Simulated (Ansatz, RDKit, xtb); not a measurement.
**Isomers of C2H8GeSi2, a sample narrowed down**

A sample of isomers of C2H8GeSi2 is drawn. Aim: find which of them has the lowest free energy at 298.15 K, then its properties. The sample is small against all isomers, and the most stable one of this formula need not be in it.

Plan: many cheap relaxations first (GFN2-xTB), then density-functional screening, relaxation at B3LYP-D3(BJ)/def2-SVP, vibrations (at GFN2-xTB) and a final energy. The numbers are computed, not measured.

### 1 Possible bonding patterns

Isomers were taken from a list of plausible structures; this is a sample, not all of them. That gives 4 candidates.

```csv
label,SMILES,spin
c002,C#[C][GeH2][SiH2][SiH3],singlet
c077,C#C[Si@@H]([SiH3])[GeH3],singlet
c556,C#[C][GeH]([SiH3])[SiH3],singlet
c582,C#C[SiH2][GeH2][SiH3],singlet
```

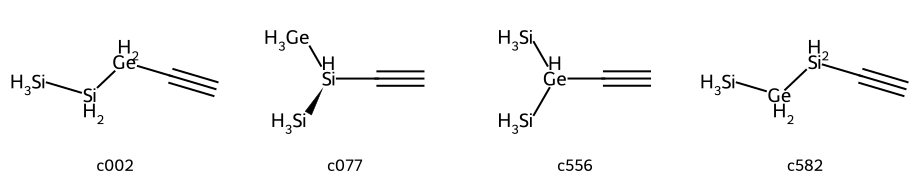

Structural formulas of the candidates.

Candidates are built by distance geometry, with a force field where one applies, in up to four conformers (letters a to d).

### 2 Search with GFN2-xTB

All 6 starts are relaxed the same way. One of them, c582a (taken from a list of positional isomers, embedded by distance geometry and UFF), in full:

The input, start.xyz:

```xyz
13
c582a
C      1.209360    -1.314796     1.267046
C      1.151270    -0.072511     1.469055
Ge     2.111518     2.697013    -0.172810
Si     1.017434     1.727299     1.594606
Si     1.185105     1.917012    -2.102754
H      1.314909    -2.383638     1.189095
H      1.675297     2.102357     2.877107
H     -0.412281     2.078267     1.597767
H      3.587196     2.314009    -0.122943
H      1.934576     4.228914    -0.105081
H      1.907381     2.527206    -3.274993
H      1.324606     0.447461    -2.177666
H     -0.250408     2.244515    -2.189176
```

Command:

```console
xtb start.xyz --gfn 2 --opt
```

The log of the run:

```text
* xtb version 6.7.1
   ID    Z sym.   atoms
    1    6 C      1, 2
    2   32 Ge     3
    3   14 Si     4, 5
    4    1 H      6-13

           -------------------------------------------------
          |                Calculation Setup                |
           -------------------------------------------------

          program call               : xtb start.xyz --gfn 2 --opt
          coordinate file            : start.xyz
          omp threads                :                     2

           -------------------------------------------------
          |                 G F N 2 - x T B                 |
           -------------------------------------------------

      * Hamiltonian:
        H0-scaling (s, p, d)           1.850000    2.230000    2.230000
        zeta-weighting                 0.500000
      * Dispersion:
        s8                             2.700000
        a1                             0.520000
        a2                             5.000000
        s9                             5.000000
      * Repulsion:
        kExp                           1.500000    1.000000
        rExp                           1.000000
      * Coulomb:
        alpha                          2.000000
        third order                    shell-resolved
        anisotropic                    true
        a3                             3.000000
        a5                             4.000000
        cn-shift                       1.200000
        cn-exp                         4.000000
        max-rad                        5.000000

          ...................................................
          :                      SETUP                      :
          :.................................................:
          :  # basis functions                  46          :
          :  # atomic orbitals                  43          :
          :  # shells                           21          :
          :  # electrons                        28          :
          :  max. iterations                   250          :
          :  Hamiltonian                  GFN2-xTB          :
          :  restarted?                      false          :
          :  GBSA solvation                  false          :
          :  PC potential                    false          :
          :  electronic temp.          300.0000000     K    :
          :  accuracy                    1.0000000          :
          :  -> integral cutoff          0.2500000E+02      :
          :  -> integral neglect         0.1000000E-07      :
          :  -> SCF convergence          0.1000000E-05 Eh   :
          :  -> wf. convergence          0.1000000E-03 e    :
          :  Broyden damping             0.4000000          :
          :  net charge                          0          :
          :  unpaired electrons                  0          :
          ...................................................

[... 36 lines left out ...]
         :: total energy             -13.652315709719 Eh    ::
[... 40 lines left out ...]
          :   grad. convergence          0.1000000E-02 Eh/α :
[... 43 lines left out ...]
 * total energy  :   -13.6647280 Eh     change       -0.1241228E-01 Eh
[... 33 lines left out ...]
 * total energy  :   -13.6665129 Eh     change       -0.3280072E-03 Eh
[... 33 lines left out ...]
 * total energy  :   -13.6669017 Eh     change       -0.1944247E-03 Eh
[... 33 lines left out ...]
 * total energy  :   -13.6670658 Eh     change       -0.5614689E-04 Eh
[... 33 lines left out ...]
 * total energy  :   -13.6671185 Eh     change       -0.2789182E-04 Eh
[... 37 lines left out ...]
 * total energy  :   -13.6671881 Eh     change       -0.4501475E-04 Eh
[... 33 lines left out ...]
 * total energy  :   -13.6672610 Eh     change       -0.4050835E-04 Eh
[... 33 lines left out ...]
 * total energy  :   -13.6673557 Eh     change       -0.4456384E-04 Eh
[... 33 lines left out ...]
 * total energy  :   -13.6674067 Eh     change       -0.2969164E-04 Eh
[... 33 lines left out ...]
 * total energy  :   -13.6674359 Eh     change       -0.5338699E-05 Eh
[... 44 lines left out ...]
 * total energy  :   -13.6674429 Eh     change       -0.1919612E-07 Eh
[... 7 lines left out ...]
 total energy gain   :        -0.0151272 Eh       -9.4924 kcal/mol
[... 55 lines left out ...]
          |                Final Singlepoint                |
[... 19 lines left out ...]
          :  -> wf. convergence          0.1000000E-03 e    :
[... 39 lines left out ...]
         :: total energy             -13.667442866602 Eh    ::
[... 50 lines left out ...]
     2   6 C    3.942 --     1 C    2.910     4 Si   0.932
     3  32 Ge   3.611 --    10 H    0.891     9 H    0.891     5 Si   0.787
                             4 Si   0.761
     4  14 Si   3.650 --     2 C    0.932     8 H    0.869     7 H    0.869
                             3 Ge   0.761
     5  14 Si   3.603 --    12 H    0.887    13 H    0.886    11 H    0.886
                             3 Ge   0.787
     6   1 H    0.995 --     1 C    0.967
     7   1 H    0.985 --     4 Si   0.869
     8   1 H    0.989 --     4 Si   0.869
[... 4 lines of this table left out ...]
    13   1 H    0.987 --     5 Si   0.886
 ---------------------------------------------------------------------------

Topologies differ in total number of bonds
Writing topology from bond orders to xtbtopo.mol

molecular dipole:
                 x           y           z       tot (Debye)
 q only:       -0.218      -0.271       0.014
   full:       -0.153      -0.246      -0.088       0.770
molecular quadrupole (traceless):
                xx          xy          yy          xz          yz          zz
 q only:       -0.954      -3.252      -2.336      -0.261       0.464       3.290
  q+dip:       -1.397      -3.815       2.407      -0.311       1.395      -1.010
   full:       -0.547      -3.473       0.376      -0.378       0.585       0.171

           -------------------------------------------------
          |                Geometry Summary                 |
           -------------------------------------------------

      molecular mass/u    :      160.8835454
   center of mass at/Å    :        1.4733462       1.8143317       0.0496334
  moments of inertia/u·Å² :        0.1903594E+03   0.4364902E+03   0.5935789E+03
rotational constants/cm⁻¹ :        0.8855688E-01   0.3862087E-01   0.2839999E-01

 * 10 selected distances

     #   Z          #   Z                                           value/Å
     1   6 C        2   6 C                                       1.2025219 (min)
     3  32 Ge       4  14 Si                                      2.3519508 (max)
     3  32 Ge       5  14 Si                                      2.3414561
     4  14 Si       7   1 H                                       1.4681402
     4  14 Si       8   1 H                                       1.4693937
     3  32 Ge       9   1 H                                       1.5198419
     3  32 Ge      10   1 H                                       1.5212626
     5  14 Si      11   1 H                                       1.4635626
     5  14 Si      12   1 H                                       1.4638359
     5  14 Si      13   1 H                                       1.4644384

 * 4 distinct bonds (by element types)

   Z      Z             #   av. dist./Å        max./Å        min./Å
   6 C    6 C           1     1.2025219     1.2025219     1.2025219
   1 H   14 Si          5     1.4658742     1.4693937     1.4635626
   1 H   32 Ge          2     1.5205522     1.5212626     1.5198419
  14 Si  32 Ge          2     2.3467035     2.3519508     2.3414561

optimized geometry written to: xtbopt.xyz

           -------------------------------------------------
          | TOTAL ENERGY              -13.667442866602 Eh   |
          | GRADIENT NORM               0.000822611022 Eh/α |
          | HOMO-LUMO GAP               4.080524135510 eV   |
           -------------------------------------------------

------------------------------------------------------------------------
------------------------------------------------------------------------
 total:
 * wall-time:     0 d,  0 h,  0 min,  0.470 sec
 *  cpu-time:     0 d,  0 h,  0 min,  0.809 sec
 * ratio c/w:     1.721 speedup
 SCF:
 * wall-time:     0 d,  0 h,  0 min,  0.034 sec
 *  cpu-time:     0 d,  0 h,  0 min,  0.049 sec
 * ratio c/w:     1.435 speedup
 ANC optimizer:
 * wall-time:     0 d,  0 h,  0 min,  0.401 sec
 *  cpu-time:     0 d,  0 h,  0 min,  0.727 sec
 * ratio c/w:     1.811 speedup
```

It took 0.54 s on 2 threads of Intel Xeon at 2.50GHz (Skylake/Cascade Lake), shared host.

### 3 Distinct minima at GFN2-xTB

6 of the 6 relaxations converged. 6 distinct structures remain:

```csv
label,start,SMILES after,spin,energy (kcal/mol)
c556a,drawn,C#[C][GeH]([SiH3])[SiH3],singlet,0.0
c582a,drawn,C#C[SiH2][GeH2][SiH3],singlet,1.5
c582b,drawn,C#C[SiH2][GeH2][SiH3],singlet,2.3
c002a,drawn,C#[C][GeH2][SiH2][SiH3],singlet,13.7
c002b,drawn,C#[C][GeH2][SiH2][SiH3],singlet,13.9
c077a,drawn,C#C[Si@@H]([SiH3])[GeH3],singlet,14.6
```

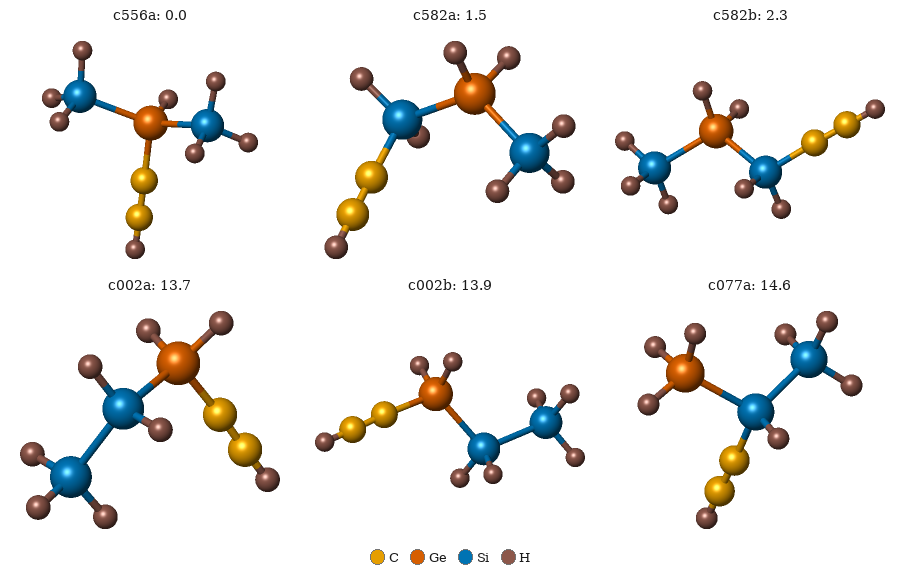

The 6 lowest minima that did not fall apart, with their GFN2-xTB energies in kcal/mol.

### 4 Screening with a density functional

A choice of the minima (the low ones first, few conformers of a pattern, up to a cap) and the lowest that fell apart get a single point at r2SCAN-D4/def2-SVP on the tight-binding geometry, and one at HF/STO-3G for comparison. The lowest singlets are also tried as triplets at the same geometry (label ending in t). The first, c556a:

The input, input.yaml:

```yaml
crystal:
  periodic: [false, false, false]
  atoms:
    - {symbol: C, position_ang: [0.517265, 0.727041, 1.908574]}
    - {symbol: C, position_ang: [0.949526, 0.825821, 0.789640]}
    - {symbol: Ge, position_ang: [1.613248, 0.921795, -0.998545]}
    - {symbol: Si, position_ang: [2.844451, -1.046605, -1.386812]}
    - {symbol: Si, position_ang: [-0.152363, 1.663306, -2.365593]}
    - {symbol: H, position_ang: [0.141290, 0.649444, 2.890118]}
    - {symbol: H, position_ang: [2.608284, 2.075369, -0.845514]}
    - {symbol: H, position_ang: [1.956252, -2.210424, -1.365737]}
    - {symbol: H, position_ang: [3.475701, -0.986917, -2.707710]}
    - {symbol: H, position_ang: [3.891770, -1.247769, -0.386037]}
    - {symbol: H, position_ang: [-0.707692, 2.936890, -1.908912]}
    - {symbol: H, position_ang: [-1.228942, 0.671048, -2.387913]}
    - {symbol: H, position_ang: [0.326210, 1.838442, -3.739516]}
basis:
  gaussian: {orbitals: def2-SVP}
hamiltonian: {xc: {name: r2SCAN}, dispersion: d4}
scf: {lower_state_search: off}
output: {orbitals: {seedname: orbitals}}
```

Command:

```console
ansatz run input.yaml --threads 2 --pin off --max-ram 5220MiB --events-out events.jsonl --progress --plain --runs-dir runs
```

The log of the run:

```text
Warning: RAYON_NUM_THREADS=2 ignored (pool sized by the plan → 2); use --threads N
Functional definition: r2SCAN
  name "r2SCAN"
  parameter k0 = 0.174
  parameter k1 = 0.065
  parameter a1 = 4.9479
  exchange = r2scan_x(k0 = k0, k1 = k1, a1 = a1)
  correlation = r2scan_c
these checks for a lower state are left out or cut short: stability, starts, cluster_reference, orbital_swaps, neighbouring_geometries, increment
1523 factors; their error is unknown
mean field evaluation 1: about -74453.9263 eV, gradient 4.4e1 eV
mean field evaluation 2: about -74447.8348 eV, gradient 6.4e1 eV
mean field evaluation 4: about -74458.8131 eV, gradient 1.2e1 eV
mean field evaluation 8: about -74459.1784 eV, gradient 3.5e-1 eV
mean field evaluation 16: about -74459.0738 eV, gradient 1.2e-4 eV
mean field -74459.07383887 eV, -2736.3204934054 hartree, gradient 5.9e-6 eV, S^2 0.000000; 0 other end points of the search recorded, 0 dependent functions left out
reference -74459.07385210 eV, -2736.3204938916 hartree; 40, 40 occupied and 96, 96 virtual orbitals, 1523 factors
Total energy: -74459.15779235 eV, -2736.3235786391 hartree
Checks for a lower state left out: stability, starts, cluster_reference, orbital_swaps, neighbouring_geometries, increment
```

Run time: 6.4 s. Hardware: 2 threads of Intel Xeon at 2.50GHz (Skylake/Cascade Lake), shared host; peak memory 0.19 GiB.

Relative energies in kcal/mol, each column from its lowest structure that stays in one piece:

```csv
label,SMILES,spin,GFN2-xTB,HF/STO-3G,r2SCAN-D4/def2-SVP
c582b,C#C[SiH2][GeH2][SiH3],singlet,2.3,0.0,0.0
c582a,C#C[SiH2][GeH2][SiH3],singlet,1.5,1.1,0.4
c077a,C#C[Si@@H]([SiH3])[GeH3],singlet,14.6,3.2,3.5
c556a,C#[C][GeH]([SiH3])[SiH3],singlet,0.0,0.9,4.6
c002a,C#[C][GeH2][SiH2][SiH3],singlet,13.7,3.9,7.2
c002b,C#[C][GeH2][SiH2][SiH3],singlet,13.9,3.7,7.8
c582bt,C#C[SiH2][GeH2][SiH3],triplet,–,–,112.9
c077at,C#C[Si@@H]([SiH3])[GeH3],triplet,–,–,117.4
```

### 5 Third filter: density-functional geometries

4 candidates are relaxed at B3LYP-D3(BJ)/def2-SVP (chosen among the lowest in one piece, one conformer a pattern). The first, c582b:

The input, input.yaml:

```yaml
basis:
  gaussian: {orbitals: def2-SVP}
crystal:
  periodic: [false, false, false]
  atoms:
    - {symbol: C, position_ang: [3.176633, 0.547483, 3.141683]}
    - {symbol: C, position_ang: [2.261760, 0.637536, 2.366339]}
    - {symbol: Ge, position_ang: [1.300191, 1.615403, -0.925728]}
    - {symbol: Si, position_ang: [0.826698, 0.746123, 1.205272]}
    - {symbol: Si, position_ang: [-0.490802, 1.717166, -2.429731]}
    - {symbol: H, position_ang: [3.971373, 0.472186, 3.828172]}
    - {symbol: H, position_ang: [-0.181037, 1.581876, 1.874602]}
    - {symbol: H, position_ang: [0.300003, -0.620512, 1.075313]}
    - {symbol: H, position_ang: [2.463317, 0.868741, -1.551765]}
    - {symbol: H, position_ang: [1.946496, 2.982093, -0.798420]}
    - {symbol: H, position_ang: [-1.561985, 2.536908, -1.856900]}
    - {symbol: H, position_ang: [-1.032632, 0.370185, -2.627816]}
    - {symbol: H, position_ang: [-0.148641, 2.266819, -3.740324]}
hamiltonian: {xc: {name: B3LYP}, dispersion: d3bj}
scf: {lower_state_search: off}
relax: {f_tol: 0.006}
```

Command:

```console
ansatz run input.yaml --threads 2 --pin off --max-ram 5220MiB --events-out events.jsonl --progress --plain --runs-dir runs
```

The log of the run:

```text
Warning: RAYON_NUM_THREADS=2 ignored (pool sized by the plan → 2); use --threads N
The last accepted step is kept in runs//last_step.txt (removed where the run ends without a failure and the disk answers)
Functional definition: B3LYP
  name "B3LYP"
  parameter a0 = 0.2
  parameter ax = 0.72
  parameter ac = 0.81
  exchange = (1 - a0 - ax)*slater_x + ax*b88_x + a0*exact_x
  correlation = (1 - ac)*vwn_rpa_c + ac*lyp_c
these checks for a lower state are left out or cut short: stability, starts, cluster_reference, orbital_swaps, neighbouring_geometries, increment
1449 factors; integrals over basis functions are off by at most 4.6e-4 eV
mean field evaluation 1: about -74460.2502 eV, gradient 4.1e1 eV
mean field evaluation 2: about -74459.0118 eV, gradient 4.6e1 eV
mean field evaluation 4: about -74464.6925 eV, gradient 4.2e0 eV
mean field evaluation 8: about -74464.7489 eV, gradient 5.2e-2 eV
mean field evaluation 16: about -74464.7490 eV, gradient 4.2e-6 eV
mean field -74464.74895168 eV, -2736.5290499547 hartree, gradient 4.2e-6 eV, S^2 0.000000; 0 other end points of the search recorded, 0 dependent functions left out
the calculation of the forces begins
reference -74464.74928749 eV, -2736.5290622953 hartree; 40, 40 occupied and 96, 96 virtual orbitals, 1449 factors
relax step   1: F+E_penalty+E_count = -74465.34043145 eV  Δ(F+E_penalty+E_count) = +0.000e0 eV  max|allowed force component| = 1.323e0 eV/Å  Δτ_max = 0.0000 Å  (14 SCF iters, accepted)
these checks for a lower state are left out or cut short: stability, starts, cluster_reference, orbital_swaps, neighbouring_geometries, increment
1449 factors; integrals over basis functions are off by at most 5.0e-4 eV
mean field -74464.89155742 eV, -2736.5342906188 hartree, gradient 1.3e-6 eV, S^2 0.000000; 0 other end points of the search recorded, 0 dependent functions left out
the calculation of the forces begins
reference -74464.89189205 eV, -2736.5343029161 hartree; 40, 40 occupied and 96, 96 virtual orbitals, 1449 factors
relax step   2: F+E_penalty+E_count = -74465.48784168 eV  Δ(F+E_penalty+E_count) = -1.474e-1 eV  max|allowed force component| = 4.921e-1 eV/Å  Δτ_max = 0.1501 Å  (20 SCF iters, accepted)
these checks for a lower state are left out or cut short: stability, starts, cluster_reference, orbital_swaps, neighbouring_geometries, increment
1449 factors; integrals over basis functions are off by at most 5.1e-4 eV
mean field -74464.92421111 eV, -2736.5354906198 hartree, gradient 2.4e-6 eV, S^2 0.000000; 0 other end points of the search recorded, 0 dependent functions left out
the calculation of the forces begins
reference -74464.92454847 eV, -2736.5355030176 hartree; 40, 40 occupied and 96, 96 virtual orbitals, 1449 factors
relax step   3: F+E_penalty+E_count = -74465.51366615 eV  Δ(F+E_penalty+E_count) = -2.582e-2 eV  max|allowed force component| = 1.240e-1 eV/Å  Δτ_max = 0.1102 Å  (21 SCF iters, accepted)
[... 6 lines left out ...]
relax step   4: F+E_penalty+E_count = -74465.51625387 eV  Δ(F+E_penalty+E_count) = -2.588e-3 eV  max|allowed force component| = 7.685e-2 eV/Å  Δτ_max = 0.0249 Å  (20 SCF iters, accepted)
[... 5 lines left out ...]
relax step   5: F+E_penalty+E_count = -74465.51875189 eV  Δ(F+E_penalty+E_count) = -2.498e-3 eV  max|allowed force component| = 1.815e-2 eV/Å  Δτ_max = 0.0611 Å  (20 SCF iters, accepted)
[... 5 lines left out ...]
relax step   6: F+E_penalty+E_count = -74465.51899220 eV  Δ(F+E_penalty+E_count) = -2.403e-4 eV  max|allowed force component| = 5.433e-3 eV/Å  Δτ_max = 0.0147 Å  (21 SCF iters, accepted)
these checks for a lower state are left out or cut short: stability, starts, cluster_reference, orbital_swaps, neighbouring_geometries, increment
1449 factors; integrals over basis functions are off by at most 5.1e-4 eV
mean field -74464.92570325 eV, -2736.5355454550 hartree, gradient 1.8e-6 eV, S^2 0.000000; 0 other end points of the search recorded, 0 dependent functions left out
the calculation of the forces begins
reference -74464.92603988 eV, -2736.5355578260 hartree; 40, 40 occupied and 96, 96 virtual orbitals, 1449 factors
relax step   7: F+E_penalty+E_count = -74465.51901092 eV  Δ(F+E_penalty+E_count) = -1.872e-5 eV  max|allowed force component| = 2.099e-3 eV/Å  Δτ_max = 0.0059 Å  (13 SCF iters, accepted)
Total energy: -74465.51934755 eV, -2736.5573614805 hartree
Atom 0 at     3.188201     0.594783     3.043245 Å, force    -0.001314     0.000065    -0.001099 eV/Å
Atom 1 at     2.195138     0.631141     2.339425 Å, force     0.002099     0.000265     0.000568 eV/Å
Atom 2 at     1.397602     1.625588    -0.896643 Å, force    -0.000804    -0.000400    -0.000318 eV/Å
Atom 3 at     0.743704     0.715669     1.220521 Å, force     0.000118     0.000590    -0.000409 eV/Å
Atom 4 at    -0.475072     1.709028    -2.388691 Å, force     0.000498     0.000299     0.000072 eV/Å
Atom 5 at     4.061255     0.560049     3.669266 Å, force     0.000047     0.000279     0.000392 eV/Å
Atom 6 at    -0.306500     1.576918     1.835572 Å, force    -0.000630    -0.000428    -0.000233 eV/Å
Atom 7 at     0.185923    -0.653716     1.028964 Å, force     0.000071    -0.000114    -0.000005 eV/Å
Atom 8 at     2.517146     0.750747    -1.504095 Å, force    -0.000186    -0.000321     0.000173 eV/Å
Atom 9 at     1.970407     3.045411    -0.687461 Å, force     0.000330    -0.000217     0.000631 eV/Å
Atom 10 at    -1.549475     2.558625    -1.795837 Å, force    -0.000004    -0.000318     0.000342 eV/Å
Atom 11 at    -1.012885     0.331613    -2.591337 Å, force    -0.000684     0.000186    -0.000033 eV/Å
Atom 12 at    -0.084069     2.276150    -3.712232 Å, force     0.000458     0.000114    -0.000082 eV/Å
Dipole moment:     0.080746     0.007749     0.027371 e Å
Checks for a lower state left out: stability, starts, cluster_reference, orbital_swaps, neighbouring_geometries, increment
```

Wall time 97 s (2 threads of Intel Xeon at 2.50GHz (Skylake/Cascade Lake), shared host); peak memory 0.33 GiB.

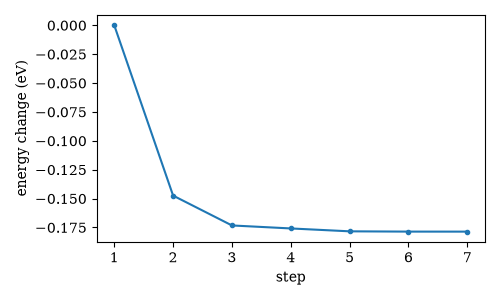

Energy along the run, all evaluated steps.

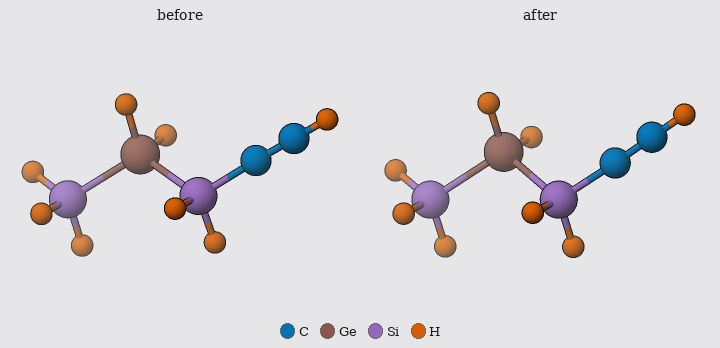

Before and after, at one scale.

After the run. Bond lengths: C1–C2 1.218 Å, C2–Si4 1.835 Å, Ge3–Si4 2.395 Å, Ge3–Si5 2.396 Å, C1–H6 1.075 Å, Si4–H7 1.491 Å, Si4–H8 1.491 Å, Ge3–H9 1.545 Å, Ge3–H10 1.545 Å, Si5–H11 1.493 Å, Si5–H12 1.493 Å, Si5–H13 1.492 Å. Some angles: C1–C2–Si4 177.5°, C2–Si4–Ge3 109.9°, Si4–Ge3–Si5 110.5°, C2–C1–H6 179.7°, C2–Si4–H7 109.4°, C2–Si4–H8 109.4°, Ge3–Si4–H7 109.7°, Ge3–Si4–H8 109.7°, Si4–Ge3–H9 109.3°, Si4–Ge3–H10 109.3°.

(Part 1 of 2 ends here.)
